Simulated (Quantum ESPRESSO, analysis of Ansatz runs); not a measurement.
# Migration in LiTaF6 (R-3): Li_i hop between interstitial places, charge +1 (Quantum ESPRESSO), part 3 of 3

Wanted: path and barrier of a jump of Li in LiTaF6 (R-3) at charge +1. The case: Li_i hop between interstitial places, in a cell of 64 host atoms with 1 Li put in.

Quantum ESPRESSO 7.5; Quantum ESPRESSO plane-wave DFT, PBEsol, GBRV 1.5 PBEsol potentials; nudged elastic band between two relaxed defect structures at fixed charge in a uniform background.

So far: Starting point; Relaxation of the start point, charge +1; Relaxation of the end point, charge +1.

## 4. Nudged elastic band, charge +1

3 movable images are laid between the ends by interpolation. Each image feels the true force across the path and a spring force along it. The highest image is set to climb to the top of the path.

This step: Quantum ESPRESSO plane-wave DFT, PBEsol, GBRV 1.5 PBEsol potentials; nudged elastic band between two relaxed defect structures at fixed charge in a uniform background.

File neb.in:

```
BEGIN
BEGIN_PATH_INPUT
&PATH
  restart_mode = 'from_scratch'
  string_method = 'neb'
  nstep_path = 45
  ds = 1.5
  opt_scheme = 'broyden'
  num_of_images = 5
  k_max = 0.3
  k_min = 0.2
  CI_scheme = 'auto'
  path_thr = 0.05
/
END_PATH_INPUT
BEGIN_ENGINE_INPUT
&CONTROL
  prefix = 'pwscf'
  outdir = './tmp'
  pseudo_dir = './pseudo'
  disk_io = 'low'
/
&SYSTEM
  ibrav = 0
  nat = 65
  ntyp = 3
  ecutwfc = 40
  ecutrho = 324
  nbnd = 237
  occupations = 'fixed'
  tot_charge = 1
  nosym = .true.
/
&ELECTRONS
  conv_thr = 6d-08
  electron_maxstep = 100
  mixing_beta = 0.5
/
ATOMIC_SPECIES
Li     6.9400 li_pbesol_v1.4.uspp.F.UPF
Ta   180.9479 ta_pbesol_v1.uspp.F.UPF
F     18.9984 f_pbesol_v1.4.uspp.F.UPF
CELL_PARAMETERS angstrom
   5.1867002161    2.9945428040    9.0872770907
  -5.1867002161    2.9945428040    9.0872770907
   0.0000000000   -5.9890854080    9.0872770909
BEGIN_POSITIONS
FIRST_IMAGE
ATOMIC_POSITIONS crystal
Li     0.2482401395    0.2482010495    0.2485130574
Ta     0.0000772798    0.0003541282    0.0002193682
F      0.3251156445    0.1207335226    0.4310311202
F      0.1206872939    0.4309423368    0.3253696382
F      0.4303491655    0.3251084088    0.1212036160
F      0.1740672160    0.3784134122    0.0687666180
F      0.3782627190    0.0686032175    0.1742068154
F      0.0689267636    0.1739814845    0.3782621327
Li     0.2455920988    0.2463024571    0.7616463180
Ta    -0.0000261476   -0.0002507125    0.5003830833
F      0.3257723404    0.1222171615    0.9309014572
F      0.1217448430    0.4306985265    0.8259058688
F      0.4280738237    0.3316654976    0.6134048607
F      0.1891233427    0.3834417132    0.5486750454
F      0.3764660565    0.0700632962    0.6745625861
F      0.0684101967    0.1754649346    0.8773535159
Li     0.2460330458    0.7611891293    0.2460614710
Ta    -0.0002536883    0.5007843301   -0.0000462585
F      0.3309676387    0.6129852264    0.4295226138
F      0.1223922302    0.9304885778    0.3260045152
F      0.4303195176    0.8256262783    0.1218619336
F      0.1751523492    0.8773292982    0.0685988207
F      0.3832305242    0.5479858599    0.1900045651
F      0.0695113265    0.6748659735    0.3765005165
Li     0.2402844640    0.7550723346    0.7546722571
Ta    -0.0026236313    0.5026022770    0.4979178214
F      0.3234740239    0.6245195453    0.9366983532
F      0.1212156007    0.9330011240    0.8249105237
F      0.4292296627    0.8247504784    0.6236866681
F      0.1747378069    0.8765415400    0.5692699224
F      0.3761347912    0.5680428106    0.6790823741
F      0.0683689732    0.6752422249    0.8786204106
Li     0.7611238741    0.2460075883    0.2461371959
Ta     0.5003106719   -0.0002729745   -0.0000641867
F      0.8260488160    0.1220765687    0.4300926867
F      0.6118922723    0.4285254887    0.3322946627
F      0.9299654834    0.3267734337    0.1223257982
F      0.6742583745    0.3761744968    0.0702364939
F      0.8773372821    0.0687717108    0.1752485045
F      0.5486829026    0.1889801947    0.3833631981
Li     0.7544810268    0.2402879432    0.7547858600
Ta     0.4976828341   -0.0025980182    0.5026932360
F      0.8248578302    0.1214493944    0.9327277278
F      0.6228305869    0.4291967298    0.8253566804
F      0.9358813463    0.3240548045    0.6242169823
F      0.6782251677    0.3759555168    0.5684060439
F      0.8786164651    0.0683094967    0.6749137478
F      0.5693798197    0.1743570732    0.8768186612
Li     0.7545258881    0.7545560708    0.2405848999
Ta     0.5021053438    0.4976263934   -0.0020091652
F      0.8245147814    0.6234217342    0.4297685652
F      0.6239734673    0.9361808404    0.3239894616
F      0.9323260215    0.8253146406    0.1214689980
F      0.6747933420    0.8781164706    0.0685996158
F      0.8767128041    0.5695133714    0.1748289569
F      0.5681352467    0.6782248606    0.3764138108
Li     0.7516629161    0.7516296236    0.7518640696
Ta     0.5029456310    0.5034135727    0.5039644450
F      0.8257378996    0.6225224133    0.9306156557
F      0.6216785467    0.9305946545    0.8258036791
F      0.9303501623    0.8259585126    0.6218218607
F      0.6743476271    0.8830185795    0.5659128236
F      0.8832811621    0.5656975753    0.6746335906
F      0.5659458242    0.6738792739    0.8838008060
Li     0.3945143698    0.3938478755    0.3945991768
INTERMEDIATE_IMAGE
ATOMIC_POSITIONS crystal
Li     0.2473777969    0.2473544940    0.2515087944
Ta     0.0000984085    0.0005782860    0.0000261018
[... 63 atom lines left out ...]
INTERMEDIATE_IMAGE
ATOMIC_POSITIONS crystal
Li     0.2467070659    0.2466773092    0.2539219308
Ta     0.0001036813    0.0007427828   -0.0001028791
[... 63 atom lines left out ...]
INTERMEDIATE_IMAGE
ATOMIC_POSITIONS crystal
Li     0.2460397005    0.2460907016    0.2563492046
Ta     0.0001009955    0.0009107485   -0.0001818456
[... 63 atom lines left out ...]
LAST_IMAGE
ATOMIC_POSITIONS crystal
Li     0.2452283104    0.2453307565    0.2593412943
Ta     0.0001602749    0.0010970181   -0.0002983144
[... 10 atom lines left out ...]
F      0.4341495046    0.3265622435    0.6166077278
[... 3 atom lines left out ...]
Li     0.2388704910    0.7547123144    0.2537669280
[... 1 atom line left out ...]
F      0.3254816418    0.6244877346    0.4304254428
[... 1 atom line left out ...]
F      0.4516670168    0.8107741009    0.1167894442
[... 1 atom line left out ...]
F      0.3872239152    0.5712103952    0.1688828218
[... 9 atom lines left out ...]
Li     0.7532801512    0.2389780936    0.2550668625
[... 2 atom lines left out ...]
F      0.6163445970    0.4521226299    0.3112096640
[... 1 atom line left out ...]
F      0.6679264973    0.3869334756    0.0718250681
[... 1 atom line left out ...]
F      0.5687206534    0.1747391591    0.3789002308
[... 9 atom lines left out ...]
Ta     0.4961517903    0.4966109011   -0.0029610892
[... 7 atom lines left out ...]
Ta     0.4975444139    0.5030564064    0.5028637442
[... 6 atom lines left out ...]
Li     0.6054486654    0.6059408762    0.1058094456
END_POSITIONS
K_POINTS gamma
END_ENGINE_INPUT
END
```

Started as:

```sh
$ OMP_NUM_THREADS=1 mpirun -n 4 neb.x -ni 2 -inp neb.in > neb.out
```

The program printed:

```text
[shortened: banners, details of potentials and solvers, and blank lines are left out]
[banner, memory and clock lines left out]
     path-images division:  nimage    =       2
     initial path length           =  6.4356 bohr
     initial inter-image distance  =  1.6089 bohr
     string_method                 =    neb
     restart_mode                  =    from_scratch
     opt_scheme                    =    broyden
     num_of_images                 =    5
     nstep_path                    =    45
     CI_scheme                     =    auto
     first_last_opt                =    F
     use_freezing                  =    F
     ds                            =    1.5000 a.u.
     k_max                         =    0.3000 a.u.
     k_min                         =    0.2000 a.u.
     path_thr                      =    0.0500 eV / A
     ------------------------------ iteration   1 ------------------------------
     activation energy (->) =   1.185347 eV
     activation energy (<-) =   1.184583 eV
     image        energy (eV)        error (eV/A)        frozen
         1     -48981.9479392            0.027106            T
         2     -48981.3510717            1.928085            F
         3     -48980.7625920            1.653828            F
         4     -48981.3496798            1.938472            F
         5     -48981.9471749            0.025313            T
     climbing image =  3
     path length          =  6.436 bohr
[...]
------------------------------ iteration   3 ------------------------------
     activation energy (->) =   0.895024 eV
     activation energy (<-) =   0.894259 eV
     image        energy (eV)        error (eV/A)        frozen
         1     -48981.9479392            0.027106            T
         2     -48981.4525941            0.818838            F
         3     -48981.0529157            0.927286            F
         4     -48981.4509160            0.814678            F
         5     -48981.9471749            0.025313            T
     climbing image =  3
     path length          =  6.423 bohr
[...]
------------------------------ iteration   5 ------------------------------
     activation energy (->) =   0.698740 eV
     activation energy (<-) =   0.697976 eV
     image        energy (eV)        error (eV/A)        frozen
         1     -48981.9479392            0.027106            T
         2     -48981.5392971            0.263318            F
         3     -48981.2491992            0.312693            F
         4     -48981.5371056            0.261608            F
         5     -48981.9471749            0.025313            T
     climbing image =  3
     path length          =  6.499 bohr
[...]
------------------------------ iteration   7 ------------------------------
     activation energy (->) =   0.593191 eV
     activation energy (<-) =   0.592427 eV
     image        energy (eV)        error (eV/A)        frozen
         1     -48981.9479392            0.027106            T
         2     -48981.6024555            0.160389            F
         3     -48981.3547479            0.207783            F
         4     -48981.5995806            0.162207            F
         5     -48981.9471749            0.025313            T
     climbing image =  3
     path length          =  6.641 bohr
[...]
------------------------------ iteration   9 ------------------------------
     activation energy (->) =   0.542503 eV
     activation energy (<-) =   0.541738 eV
     image        energy (eV)        error (eV/A)        frozen
         1     -48981.9479392            0.027106            T
         2     -48981.6300683            0.294344            F
         3     -48981.4054364            0.402774            F
         4     -48981.6270712            0.294615            F
         5     -48981.9471749            0.025313            T
     climbing image =  3
     path length          =  6.818 bohr
[...]
------------------------------ iteration  11 ------------------------------
     activation energy (->) =   0.519018 eV
     activation energy (<-) =   0.518254 eV
     image        energy (eV)        error (eV/A)        frozen
         1     -48981.9479392            0.027106            T
         2     -48981.6425082            0.131293            F
         3     -48981.4289211            0.127810            F
         4     -48981.6397418            0.132769            F
         5     -48981.9471749            0.025313            T
     climbing image =  3
     path length          =  6.838 bohr
[...]
------------------------------ iteration  13 ------------------------------
     activation energy (->) =   0.474122 eV
     activation energy (<-) =   0.473358 eV
     image        energy (eV)        error (eV/A)        frozen
         1     -48981.9479392            0.027106            T
         2     -48981.6766629            0.132312            F
         3     -48981.4738168            0.129012            F
         4     -48981.6744600            0.138233            F
         5     -48981.9471749            0.025313            T
     climbing image =  3
     path length          =  7.096 bohr
[...]
------------------------------ iteration  15 ------------------------------
     activation energy (->) =   0.470851 eV
     activation energy (<-) =   0.470086 eV
     image        energy (eV)        error (eV/A)        frozen
         1     -48981.9479392            0.027106            T
         2     -48981.6822151            0.186578            F
         3     -48981.4770887            0.171218            F
         4     -48981.6803581            0.178266            F
         5     -48981.9471749            0.025313            T
     climbing image =  3
     path length          =  7.170 bohr
[...]
------------------------------ iteration  17 ------------------------------
     activation energy (->) =   0.467855 eV
     activation energy (<-) =   0.467090 eV
     image        energy (eV)        error (eV/A)        frozen
         1     -48981.9479392            0.027106            T
         2     -48981.6957370            0.124486            F
         3     -48981.4800845            0.142660            F
         4     -48981.6944742            0.126474            F
         5     -48981.9471749            0.025313            T
     climbing image =  3
     path length          =  7.468 bohr
[...]
------------------------------ iteration  19 ------------------------------
     activation energy (->) =   0.480853 eV
     activation energy (<-) =   0.480088 eV
     image        energy (eV)        error (eV/A)        frozen
         1     -48981.9479392            0.027106            T
         2     -48981.6973381            0.123025            F
         3     -48981.4670866            0.145885            F
         4     -48981.6965497            0.125034            F
         5     -48981.9471749            0.025313            T
     climbing image =  3
     path length          =  7.746 bohr
[...]
------------------------------ iteration  21 ------------------------------
     activation energy (->) =   0.465401 eV
     activation energy (<-) =   0.464637 eV
     image        energy (eV)        error (eV/A)        frozen
         1     -48981.9479392            0.027106            T
         2     -48981.7043972            0.053988            F
         3     -48981.4825383            0.090028            F
         4     -48981.7035643            0.057218            F
         5     -48981.9471749            0.025313            T
     climbing image =  3
     path length          =  7.667 bohr
[...]
------------------------------ iteration  23 ------------------------------
     activation energy (->) =   0.457778 eV
     activation energy (<-) =   0.457014 eV
     image        energy (eV)        error (eV/A)        frozen
         1     -48981.9479392            0.027106            T
         2     -48981.7012244            0.471221            F
         3     -48981.4901612            0.308888            F
         4     -48981.7002665            0.444270            F
         5     -48981.9471749            0.025313            T
     climbing image =  3
     path length          =  7.560 bohr
[...]
------------------------------ iteration  25 ------------------------------
     activation energy (->) =   0.446354 eV
     activation energy (<-) =   0.445590 eV
     image        energy (eV)        error (eV/A)        frozen
         1     -48981.9479392            0.027106            T
         2     -48981.7121091            0.121803            F
         3     -48981.5015849            0.075130            F
         4     -48981.7109017            0.153698            F
         5     -48981.9471749            0.025313            T
     climbing image =  3
     path length          =  7.573 bohr
[...]
------------------------------ iteration  26 ------------------------------
     activation energy (->) =   0.445515 eV
     activation energy (<-) =   0.444751 eV
     image        energy (eV)        error (eV/A)        frozen
         1     -48981.9479392            0.027106            T
         2     -48981.7130933            0.041287            F
         3     -48981.5024239            0.040429            F
         4     -48981.7121306            0.043690            F
         5     -48981.9471749            0.025313            T
     climbing image =  3
     path length          =  7.567 bohr
     inter-image distance =  1.892 bohr
     neb: convergence achieved in  26 iterations
```

Run time: 79 min. Hardware: 4 MPI ranks of Arm Neoverse V2, shared host; peak memory 4 GiB; 5.3 h of CPU time.

The path, image by image:

| image | path (Å) | energy (eV) | Li65: x, y, z (Å) |
| --- | --- | --- | --- |
| 0 | 0.000 | 0.0000 | 0.003, -0.003, 10.750 |
| 1 | 1.102 | 0.2348 | 0.208, 0.796, 10.960 |
| 2 | 2.007 | 0.4455 | -0.002, 1.496, 11.362 |
| 3 | 2.908 | 0.2358 | -0.212, 2.193, 11.763 |
| 4 | 4.004 | 0.0008 | -0.003, 2.994, 11.970 |

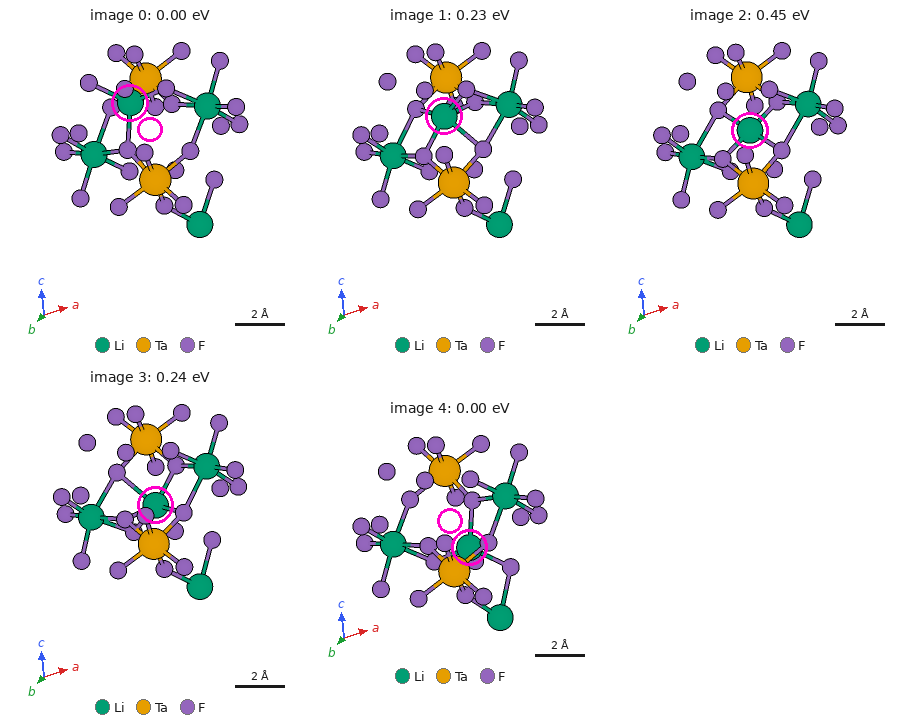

Images along the path; Li65 is ringed. A ring with no atom in it marks the empty centre. Bonds to atoms that aren't drawn are left out.

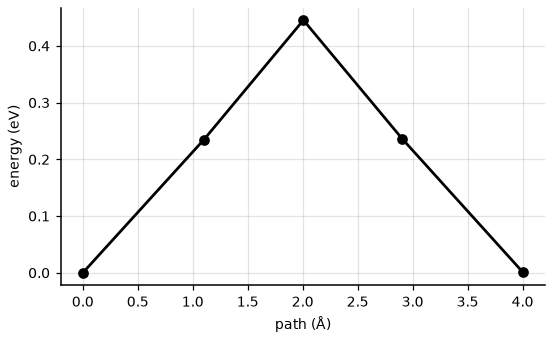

Energy along the path.

This step gave:

```
barrier forward  : 0.4455 eV
barrier backward : 0.4448 eV
end less start   : 7.64e-4 eV
hop length       : 3.235 Å
```

The band met its tolerance of 0.05 eV/Å after 26 iterations, with image 2 on top (the start counts as 0). Li65, which moves farthest between the ends, has 3 F at 1.95 Å nearest at the start and 4 F at 1.82 to 1.94 Å at the top.

## 5. Results

```json
{"barrier forward": "0.45 eV", "barrier backward": "0.44 eV", "end less start": "0.00 eV", "hop length": "3.24 Å", "band iterations, as the log counts them": "26"}
```

In words: The top of the band lies 0.45 eV above the start and 0.44 eV above the end, which are alike in energy and neighbours. With an assumed prefactor of 1e13 per second it gives one hop a second along this one path at about 170 K; whether such hops link up through the crystal wasn't checked. At the top Li65 stands 1.82 Å from its nearest F, 0.13 Å closer than at the start. The order of the top as a saddle was not checked for all atoms, so a bent path could be lower. No image-charge correction is applied; it largely cancels along a path if the charge stays localised alike. Limits: sampling at the zone centre alone can move energies of charged and open-shell states by tenths of an eV or more in cells of this size; spin–orbit coupling, which can matter with heavy atoms, is left out.

[Logs are printed without paths, hosts, clocks, repeated set-up lines and the standing remarks that a program may print on its own settings, such as how far it seeks lower states.]

[Hosts, paths, dates, database ids (printed as entryN), source tags and the programs' standing remarks are cut or masked in the printed files.]
